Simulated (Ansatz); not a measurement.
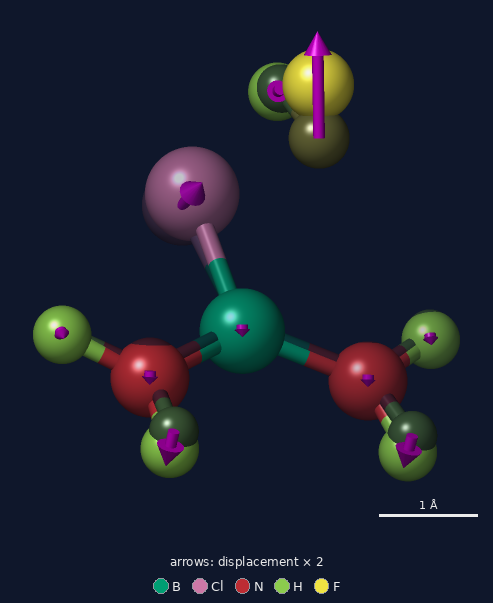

A relaxation of BN₂H₅ClF. The starting structure is drawn faded, the final one solid; purple arrows show the displacements, 2 times their true length. The two geometries are superimposed by the best rigid fit.

The picture is a ball-and-stick view, seen at a tilt.

The run prepares an end point of a later path (reaction) calculation, from a guessed geometry.

Theory: RKS B3LYP-D4/def2-SVP in Ansatz. Settings: no spin polarisation; force threshold 0.03 eV/Å; at most 50 steps.

### Atoms of which element are displaced furthest, and by how much?

Fluorine: up to 0.55 Å, against 0.25 Å for chlorine.

### Describe the change and its energy.

After 6 accepted moves (8 points after the start) the energy has fallen by 4.14 kcal/mol. Largest force component: 0.59 eV/Å at the start, 0.01 eV/Å at the end. The line search rejected the trial steps at points 4, 6 of the run. The F atom moves most after the best rigid fit: 0.55 Å. Largest moves by element: F 0.55 Å, Cl 0.25 Å, H 0.21 Å, N 0.07 Å, B 0.06 Å. Among the contacts that change: B–Cl 1.850 → 1.830 Å, F–H 0.926 → 0.935 Å. Cost: 24 s on 2 threads of Arm Neoverse V1, with other jobs on the host, peak memory 0.19 GiB.

Limits of the set-up: the start holds two separate molecules, 2.5 Å apart at their closest, whose relative position is a soft coordinate.
